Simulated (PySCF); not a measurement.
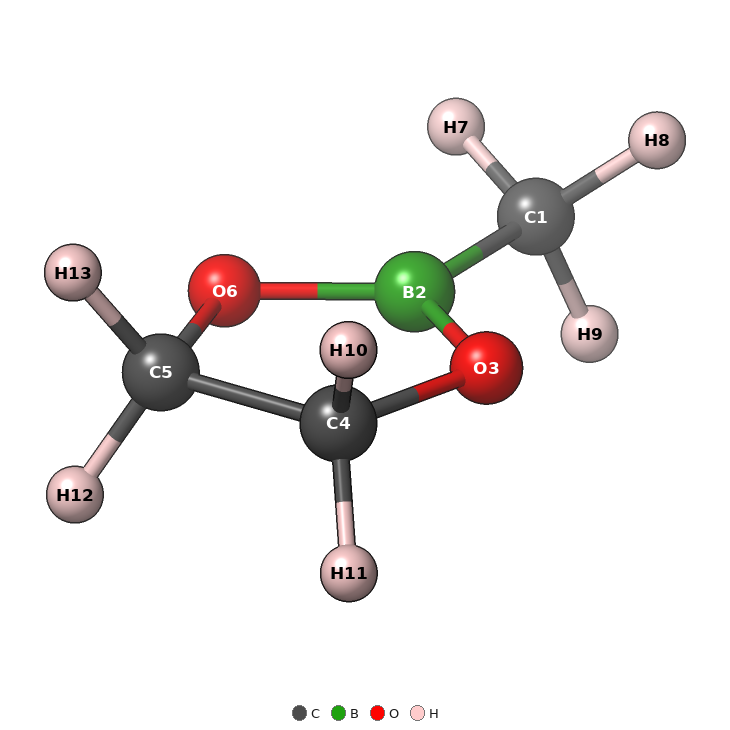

Distant atoms are faded towards the background colour. Computed geometry: PBE0-D3(BJ)/def2-SVP optimisation. No frequency run is at hand to confirm it as a minimum.

Q: How is the 5-membered ring B2–O3–C4–C5–O6 puckered?

A: It is planar. The Cremer–Pople amplitude Q is 0.01 Å.

Q: Give the torsion angles round the ring, beginning with the bond from its second to its third atom.

A: 0°, −1°, 1°, 0°, 0°.
